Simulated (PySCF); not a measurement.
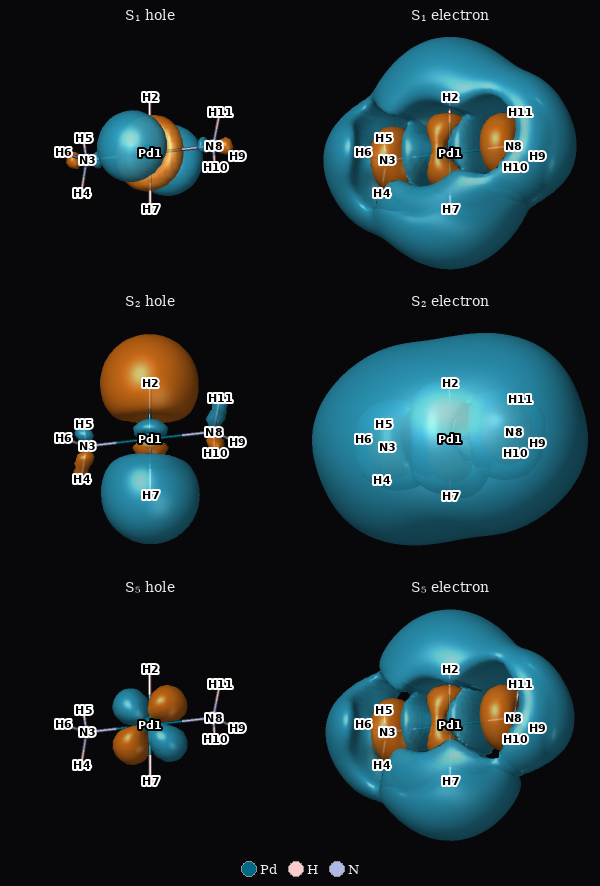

Figure. Trans-PdH2(NH3)2 (H8N2Pd). Leading natural transition orbitals (TDA singlet states).

Method: CAM-B3LYP/def2-SVP; geometry: GFN2-xTB; program: PySCF. Core potentials replace the inner electrons of Pd; spin–orbit coupling isn't included. This is a single-reference result, which may miss multireference character in this system. No frequency check shows the geometry to be a minimum. GFN2-xTB bond lengths at metals and heavier atoms can be off by up to 0.1 Å and shapes distorted, which carries into these values. Without diffuse functions Rydberg states are missing, so the states' numbers hold for this basis only.

Q: Describe these excited states.

A: By state:
- S₁: 3.87 eV (321 nm), f = 0.000 (dark), mixed metal–ligand; the leading pair carries 100 %; hole on Pd1 (91 %), electron on Pd1 (48 %), H2 and H7 (10 % each) and N3 and N8 (8 % each); their centroids lie 0.0 Å apart.
- S₂: 4.23 eV (293 nm), f = 0.215 (bright), partly diffuse acceptor orbital, which a basis without diffuse functions describes poorly; the leading pair carries 99 %; hole on H2 and H7 (35 % each) and Pd1 (24 %), electron on Pd1 (35 %), N3 and N8 (8 % each) and H2, H6, H7 and H9 (6 % each) (atom shares of so diffuse an orbital are rough); their centroids lie 0.0 Å apart; S₃ and S₄ lie within 0.1 eV of it.
- S₅: 4.47 eV (277 nm), f = 0.000 (dark), mixed metal–ligand; the leading pair carries 100 %; hole on Pd1 (89 %), electron on Pd1 (50 %), H2 and H7 (10 % each) and N3 and N8 (8 % each); their centroids lie 0.0 Å apart.
